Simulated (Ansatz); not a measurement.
**AsH3− (doublet): the correlation ladder at a displaced geometry (v2), aug-cc-pVDZ**

Aim: climb from Hartree-Fock through coupled cluster for AsH3− (doublet) at one geometry and basis, and see what each rung misses.

Method: aug-cc-pVDZ, core rule «outside noble gas», up to 14 orbitals frozen; program: Ansatz 0.2.0, Gaussian basis.

The runs, in order: UHF; CCSD(T) on ROHF; CCSD(T) on UHF; BCCD(T) on ROHF; CISD as a restricted active space (open shells left free, so some higher excitations enter); CCSDT(Q) on ROHF; CCSDT(Q) on UHF.

21 further runs of the same task are left out: 7 for a known fault of the program, 5 that didn't finish, 9 set aside as unsound or not needed. Runs told in other sessions of the task aren't counted.

## 1. The system

The geometry is a PBE0/def2-TZVPD stationary point (not a proven minimum) with its atoms shifted at random (size 0.100 Å). No spin-orbit coupling is included. The filled d shell of As may be among the frozen orbitals whatever the setting's name suggests.

4 atoms, charge -1, spin multiplicity 2.

Atoms are counted from 1 here; the program's logs count them from 0.

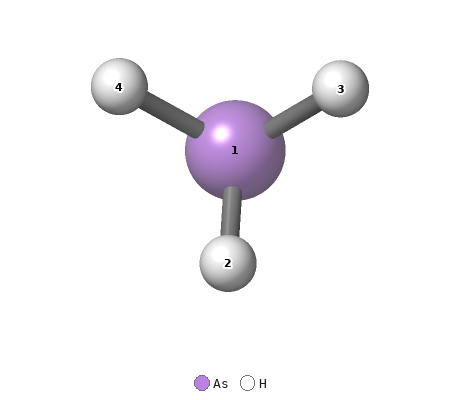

The geometry (arsenic purple, hydrogen white); atoms are numbered from 1 in the order of the file.

In the tables R marks a restricted open-shell determinant and U an unrestricted one; energies count from the table's Hartree-Fock row.

## 2. UHF

The input, in.yaml:

```yaml
crystal:
  periodic: [false, false, false]
  atoms:
    - {symbol: As, position_ang: [0.004215, 0.002438, -0.032660]}
    - {symbol: H, position_ang: [1.128614, -0.009025, 0.844718]}
    - {symbol: H, position_ang: [-0.773522, 1.077252, 0.824750]}
    - {symbol: H, position_ang: [-0.668435, -1.249457, 0.758191]}
basis:
  gaussian: {orbitals: aug-cc-pVDZ}
total_charge: -1
magnetization: {spin_polarized: true, initial_magnetization: 1}
hamiltonian: {xc: hf}
output: {orbitals: {seedname: orbitals}}
```

Started as:

```console
$ ansatz run in.yaml --threads 1 --pin off --events-out ev --progress --plain --max-ram 2393MiB
```

The log of the run:

```text
Functional definition: HF
  name "HF"
  cite "Fock, Z. Phys. 61, 126 (1930) doi:10.1007/BF01340294"
  parent pbe
  exchange = exact_x
  correlation = 0
675 factors; integrals over basis functions are off by at most 8.1e-4 eV
mean field evaluation 1: about -60839.2019 eV, gradient 1.2e1 eV
mean field evaluation 2: about -60839.2031 eV, gradient 1.2e1 eV
mean field evaluation 4: about -60840.7910 eV, gradient 1.2e0 eV
mean field evaluation 8: about -60840.8170 eV, gradient 3.6e-3 eV
mean field evaluation 16: about -60840.7525 eV, gradient 6.3e-1 eV
mean field evaluation 32: about -60838.4725 eV, gradient 8.2e0 eV
mean field evaluation 64: about -60840.8150 eV, gradient 1.1e-1 eV
a density is far from that of the atoms, so the factors are made again for it
682 factors; integrals over basis functions are off by at most 8.1e-4 eV
mean field -60840.81704428 eV, -2235.8587869905 hartree, gradient 6.3e-5 eV, S^2 0.751283; 0 other end points of the search recorded, 0 dependent functions left out
reference -60840.81704428 eV, -2235.8587869905 hartree; 19, 18 occupied and 44, 45 virtual orbitals, 682 factors
Total energy: -60840.81704428 eV, -2235.8587869905 hartree
```

Wall time 2.3 s (1 thread of Arm Neoverse V1, shared host).

From the report: ⟨S²⟩ of the determinant 0.751 (pure doublet: 0.75).

## 3. CCSD(T) on ROHF

in.yaml, as its differences from that of step 2:

```diff
@@ -10,4 +10,4 @@
 total_charge: -1
-magnetization: {spin_polarized: true, initial_magnetization: 1}
-hamiltonian: {xc: hf}
-output: {orbitals: {seedname: orbitals}}
+magnetization: {spin_polarized: false, initial_magnetization: 1}
+correlation: {method: ccsd_t, electrons: outside_noble_gas}
+output: {forces: true}
```

Launched as before.

The log of the run, shortened:

```text
Functional definition: HF
  name "HF"
  cite "Fock, Z. Phys. 61, 126 (1930) doi:10.1007/BF01340294"
  parent pbe
[...]
675 factors; integrals over basis functions are off by at most 8.1e-4 eV
[...]
a density is far from that of the atoms, so the factors are made again for it
682 factors; integrals over basis functions are off by at most 8.1e-4 eV
[...]
mean field -60840.81160317 eV, -2235.8585870334 hartree, gradient 2.0e-6 eV, S^2 0.750000; 7 other end points of the search recorded, 0 dependent functions left out
determinant -60840.81160317 eV, -2235.8585870334 hartree, with singles and doubles -60845.44163920 eV, -2236.0287377192 hartree
determinant -60839.74266047 eV, -2235.8193041135 hartree, with singles and doubles -60844.28842916 eV, -2235.9863580315 hartree
14 core orbitals not correlated: weight in the atoms' cores, before any rotation towards them, 1.000 or more for the frozen orbitals, at most 0.000 for the correlated occupied ones
reference -60840.81160317 eV, -2235.8585870334 hartree; 5, 4 occupied and 44, 45 virtual orbitals, 682 factors
second order -3.82778084 eV of doubles, -0.00312131 eV of singles
cycle   1  -4.60848230 eV  change   -1.2e-1 eV  update   3.2e-2
[...]
cycle  15  -4.62542508 eV  change    1.0e-7 eV  update   2.8e-7
perturbative correction -0.14835087 eV, -0.0054517941 hartree
[...]
Total energy: -60845.58537913 eV, -2236.0340200639 hartree
Atom 0 at     0.004215     0.002438    -0.032660 Å, force    -2.569148    -0.475577    -0.831167 eV/Å
Atom 1 at     1.128614    -0.009025     0.844718 Å, force     1.969076     0.057580     1.533360 eV/Å
Atom 2 at    -0.773522     1.077252     0.824750 Å, force     0.255099    -0.344156    -0.216318 eV/Å
Atom 3 at    -0.668435    -1.249457     0.758191 Å, force     0.344973     0.762153    -0.485875 eV/Å
Dipole moment:    -0.056922     0.003547    -0.322320 e Å
```

Run time: 14 s. Hardware: 1 thread of Arm Neoverse V1, shared host.

From the report: correlation -4.7738 eV; T1 0.026; largest double amplitude 0.04.

## 4. CCSD(T) on UHF

in.yaml, as its differences from that of step 3:

```diff
@@ -10,3 +10,3 @@
 total_charge: -1
-magnetization: {spin_polarized: false, initial_magnetization: 1}
+magnetization: {spin_polarized: true, initial_magnetization: 1}
 correlation: {method: ccsd_t, electrons: outside_noble_gas}
```

Same command.

The log of the run, shortened:

```text
Functional definition: HF
  name "HF"
  cite "Fock, Z. Phys. 61, 126 (1930) doi:10.1007/BF01340294"
  parent pbe
[...]
675 factors; integrals over basis functions are off by at most 8.1e-4 eV
[...]
a density is far from that of the atoms, so the factors are made again for it
682 factors; integrals over basis functions are off by at most 8.1e-4 eV
[...]
mean field -60840.81704428 eV, -2235.8587869905 hartree, gradient 2.2e-6 eV, S^2 0.751283; 4 other end points of the search recorded, 0 dependent functions left out
14 core orbitals not correlated: weight in the atoms' cores, before any rotation towards them, 1.000 or more for the frozen orbitals, at most 0.000 for the correlated occupied ones
reference -60840.81704428 eV, -2235.8587869905 hartree; 5, 4 occupied and 44, 45 virtual orbitals, 682 factors
second order -3.82825589 eV of doubles, -0.00000000 eV of singles
cycle   1  -4.38760422 eV  change   -5.6e-1 eV  update   7.2e-2
[...]
cycle  16  -4.62018114 eV  change   -3.9e-7 eV  update   2.6e-7
perturbative correction -0.14829150 eV, -0.0054496123 hartree
[...]
Total energy: -60845.58551693 eV, -2236.0340251282 hartree
Atom 0 at     0.004215     0.002438    -0.032660 Å, force    -2.568923    -0.475424    -0.831424 eV/Å
Atom 1 at     1.128614    -0.009025     0.844718 Å, force     1.969064     0.057578     1.533358 eV/Å
Atom 2 at    -0.773522     1.077252     0.824750 Å, force     0.255019    -0.343958    -0.216225 eV/Å
Atom 3 at    -0.668435    -1.249457     0.758191 Å, force     0.344841     0.761804    -0.485709 eV/Å
Dipole moment:    -0.056898     0.003554    -0.322333 e Å
```

Run time: 13 s. Hardware: 1 thread of Arm Neoverse V1, shared host.

From the report: ⟨S²⟩ of the determinant 0.751 (pure doublet: 0.75); correlation -4.7685 eV; T1 0.025; largest double amplitude 0.04.

## 5. BCCD(T) on ROHF

in.yaml, as its differences from that of step 4:

```diff
@@ -10,4 +10,3 @@
 total_charge: -1
-magnetization: {spin_polarized: true, initial_magnetization: 1}
-correlation: {method: ccsd_t, electrons: outside_noble_gas}
-output: {forces: true}
+magnetization: {spin_polarized: false, initial_magnetization: 1}
+correlation: {method: bccd_t, electrons: outside_noble_gas}
```

Launched as before.

The log of the run, shortened:

```text
Functional definition: HF
  name "HF"
  cite "Fock, Z. Phys. 61, 126 (1930) doi:10.1007/BF01340294"
  parent pbe
[...]
675 factors; integrals over basis functions are off by at most 8.1e-4 eV
[...]
a density is far from that of the atoms, so the factors are made again for it
682 factors; integrals over basis functions are off by at most 8.1e-4 eV
[...]
mean field -60840.81160317 eV, -2235.8585870334 hartree, gradient 2.0e-6 eV, S^2 0.750000; 7 other end points of the search recorded, 0 dependent functions left out
determinant -60840.81160317 eV, -2235.8585870334 hartree, with singles and doubles -60845.44163920 eV, -2236.0287377192 hartree
determinant -60839.74266047 eV, -2235.8193041135 hartree, with singles and doubles -60844.28842916 eV, -2235.9863580315 hartree
14 core orbitals not correlated: weight in the atoms' cores, before any rotation towards them, 1.000 or more for the frozen orbitals, at most 0.000 for the correlated occupied ones
reference -60840.81160317 eV, -2235.8585870334 hartree; 5, 4 occupied and 44, 45 virtual orbitals, 682 factors
second order -3.82778084 eV of doubles, -0.00312131 eV of singles
cycle   1  -4.60907275 eV  change   -1.2e-1 eV  update   3.3e-2
[...]
cycle  11  -4.61751374 eV  change    8.5e-7 eV  update   1.1e-5
perturbative correction -0.15714249 eV, -0.0057748799 hartree
Total energy: -60845.58625940 eV, -2236.0340524134 hartree
```

It took 9.5 s on 1 thread of Arm Neoverse V1, shared host.

From the report: correlation -4.7747 eV; largest double amplitude 0.04.

## 6. CISD as a restricted active space (open shells left free, so some higher excitations enter)

in.yaml, as its differences from that of step 5:

```diff
@@ -11,2 +11,2 @@
 magnetization: {spin_polarized: false, initial_magnetization: 1}
-correlation: {method: bccd_t, electrons: outside_noble_gas}
+correlation: {active_space: {ras: {orbitals: [4, 1, 44], electrons: 9, max_holes: 2, max_particles: 2}, fixed_orbitals: true}}
```

Launched as before.

The log of the run:

```text
Functional definition: HF
  name "HF"
  cite "Fock, Z. Phys. 61, 126 (1930) doi:10.1007/BF01340294"
  parent pbe
  exchange = exact_x
  correlation = 0
675 factors; integrals over basis functions are off by at most 8.1e-4 eV
mean field evaluation 1: about -60839.2280 eV, gradient 1.7e1 eV
mean field evaluation 2: about -60839.2293 eV, gradient 1.7e1 eV
mean field evaluation 4: about -60840.7903 eV, gradient 1.5e0 eV
mean field evaluation 8: about -60840.8116 eV, gradient 1.2e-3 eV
mean field evaluation 16: about -60840.7207 eV, gradient 1.8e0 eV
a density is far from that of the atoms, so the factors are made again for it
682 factors; integrals over basis functions are off by at most 8.1e-4 eV
mean field evaluation 32: about -60840.8116 eV, gradient 2.0e-6 eV
mean field -60840.81160317 eV, -2235.8585870334 hartree, gradient 2.0e-6 eV, S^2 0.750000; 6 other end points of the search recorded, 0 dependent functions left out
reference -60840.81160317 eV, -2235.8585870334 hartree; 19, 18 occupied and 44, 45 virtual orbitals, 682 factors
state -60845.14521461 eV, -2236.0178443161 hartree
Total energy: -60845.14521461 eV, -2236.0178443161 hartree
```

It took 5.5 s on 1 thread of Arm Neoverse V1, shared host.

From the report: 82,153 determinants.

## 7. CCSDT(Q) on ROHF

in.yaml, as its differences from that of step 6:

```diff
@@ -11,2 +11,2 @@
 magnetization: {spin_polarized: false, initial_magnetization: 1}
-correlation: {active_space: {ras: {orbitals: [4, 1, 44], electrons: 9, max_holes: 2, max_particles: 2}, fixed_orbitals: true}}
+correlation: {method: ccsdt_q, electrons: outside_noble_gas}
```

Same command.

The log of the run, shortened:

```text
Functional definition: HF
  name "HF"
  cite "Fock, Z. Phys. 61, 126 (1930) doi:10.1007/BF01340294"
  parent pbe
[...]
1098 factors; integrals over basis functions are off by at most 2.6e-7 eV
[...]
a density is far from that of the atoms, so the factors are made again for it
1153 factors; integrals over basis functions are off by at most 1.8e-7 eV
[...]
mean field -60840.81166446 eV, -2235.8585892858 hartree, gradient 5.9e-6 eV, S^2 0.750000; 9 other end points of the search recorded, 0 dependent functions left out
determinant -60840.81166446 eV, -2235.8585892858 hartree, with singles and doubles -60845.44170184 eV, -2236.0287400211 hartree
determinant -60839.74271969 eV, -2235.8193062898 hartree, with singles and doubles -60844.28840207 eV, -2235.9863570361 hartree
14 core orbitals not correlated: weight in the atoms' cores, before any rotation towards them, 1.000 or more for the frozen orbitals, at most 0.000 for the correlated occupied ones
reference -60840.81166446 eV, -2235.8585892858 hartree; 5, 4 occupied and 44, 45 virtual orbitals, 1153 factors
second order -3.82779158 eV of doubles, -0.00312129 eV of singles
cycle   1  -4.39107282 eV  change   -5.6e-1 eV  update   8.1e-2
[...]
cycle  17  -4.79720776 eV  change   -1.1e-6 eV  update   4.5e-7
perturbative correction -0.00662036 eV, -0.0002432938 hartree
Total energy: -60845.61549258 eV, -2236.0351267130 hartree
```

Run time: 88 s. Hardware: 1 thread of Arm Neoverse V1, shared host; peak memory 0.55 GiB.

From the report: correlation -4.8038 eV; T1 0.027; largest double amplitude 0.05.

## 8. CCSDT(Q) on UHF

in.yaml, as its differences from that of step 7:

```diff
@@ -10,3 +10,3 @@
 total_charge: -1
-magnetization: {spin_polarized: false, initial_magnetization: 1}
+magnetization: {spin_polarized: true, initial_magnetization: 1}
 correlation: {method: ccsdt_q, electrons: outside_noble_gas}
```

Launched as before.

The log of the run, shortened:

```text
Functional definition: HF
  name "HF"
  cite "Fock, Z. Phys. 61, 126 (1930) doi:10.1007/BF01340294"
  parent pbe
[...]
1098 factors; integrals over basis functions are off by at most 2.6e-7 eV
[...]
a density is far from that of the atoms, so the factors are made again for it
1153 factors; integrals over basis functions are off by at most 1.8e-7 eV
[...]
mean field -60840.81710555 eV, -2235.8587892420 hartree, gradient 8.7e-6 eV, S^2 0.751283; 2 other end points of the search recorded, 0 dependent functions left out
14 core orbitals not correlated: weight in the atoms' cores, before any rotation towards them, 1.000 or more for the frozen orbitals, at most 0.000 for the correlated occupied ones
reference -60840.81710555 eV, -2235.8587892420 hartree; 5, 4 occupied and 44, 45 virtual orbitals, 1153 factors
second order -3.82826660 eV of doubles, -0.00000000 eV of singles
cycle   1  -4.38759505 eV  change   -5.6e-1 eV  update   8.0e-2
[...]
cycle  17  -4.79179677 eV  change   -1.1e-6 eV  update   4.5e-7
perturbative correction -0.00693605 eV, -0.0002548953 hartree
Total energy: -60845.61583838 eV, -2236.0351394207 hartree
```

Wall time 78 s (1 thread of Arm Neoverse V1, shared host); peak memory 0.48 GiB.

From the report: ⟨S²⟩ of the determinant 0.751 (pure doublet: 0.75); correlation -4.7987 eV; T1 0.025; largest double amplitude 0.05.

## 9. Misses and costs

The yardstick is UCCSDT(Q), where the cluster series has nearly closed. Rows without a time are mean-field rows or come out of runs for another level: lower rungs of the coupled-cluster runs, or the Hartree-Fock search. The times of RCCSD(T), UCCSD(T) include forces.

Differences are taken before rounding.

| method | energy from the lowest ROHF (meV) | from UCCSDT(Q) (meV) | time |
| --- | --- | --- | --- |
| ROHF | 0.0 | +4804.2 |  |
| UHF | -5.4 | +4798.8 |  |
| RMP2 | -3830.9 | +973.3 |  |
| UMP2 | -3833.7 | +970.5 |  |
| CISD | -4333.6 | +470.6 | 5.5 s |
| RCCSD | -4625.4 | +178.8 |  |
| UCCSD | -4625.6 | +178.6 |  |
| RCCSD(T) | -4773.8 | +30.5 | 14 s |
| UCCSD(T) | -4773.9 | +30.3 | 13 s |
| BCCD(T) | -4774.7 | +29.6 | 9.5 s |
| RCCSDT | -4797.3 | +7.0 |  |
| UCCSDT | -4797.3 | +6.9 |  |
| RCCSDT(Q) | -4803.9 | +0.3 | 88 s |
| UCCSDT(Q) | -4804.2 | 0 | 78 s |

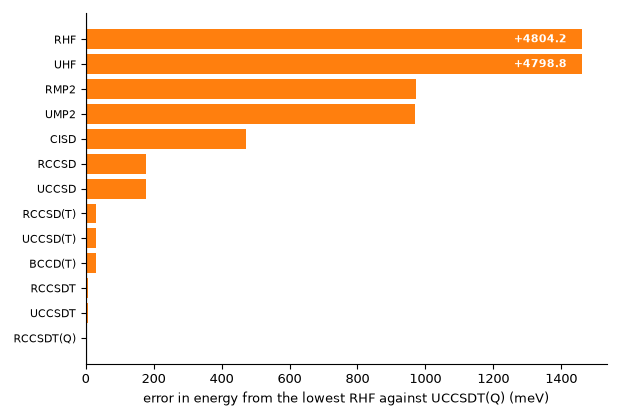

Deviations from UCCSDT(Q), method by method. Bars with a number in them are cut short.

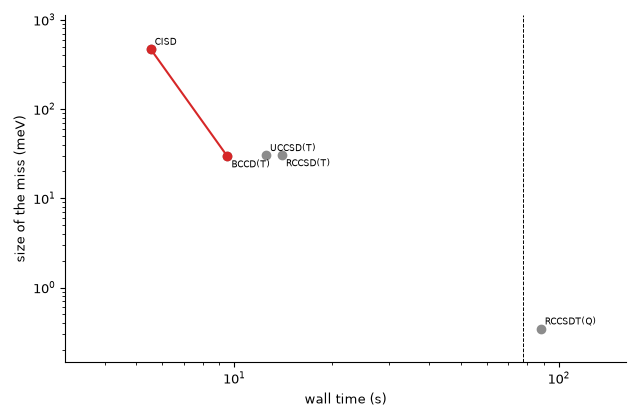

Miss against cost. Red marks the levels that no quicker level drawn beats (of those quicker than the yardstick), and the dashed line is the time of UCCSDT(Q). Times are from a shared host.

## 10. Outcome

```
                         quantity                                                   value
    UCCSDT(Q) from the ROHF energy                                              -4.8042 eV
              RMP2 from UCCSDT(Q)                                              +973.3 meV
              UMP2 from UCCSDT(Q)                                              +970.5 meV
             RCCSD from UCCSDT(Q)                                              +178.8 meV
          RCCSD(T) from UCCSDT(Q)                                               +30.5 meV
          UCCSD(T) from UCCSDT(Q)                                               +30.3 meV
         RCCSDT(Q) from UCCSDT(Q)                                                +0.3 meV
levels within 1 kcal/mol (43 meV)  RCCSD(T), UCCSD(T), BCCD(T), RCCSDT, UCCSDT, RCCSDT(Q)
                    T1 diagnostic                                                   0.026
```

**Reading.** RCCSD(T) lands +30.5 meV from the yardstick (0.6 % of the correlation energy). These misses are within one basis, not against nature; the frozen cores of restricted and unrestricted runs differ, which can shift their rows. The highest orbital lies above zero: the basis alone holds the extra electron.

With open shells the CI space here admits some higher excitations, so it is larger than plain CISD.

BCCD(T) reaches 29.6 meV from the reference in 9.5 s, where UCCSDT(Q) took 78 s; the quickest level in the cost chart, CISD, takes 5.5 s and misses by 470.6 meV.
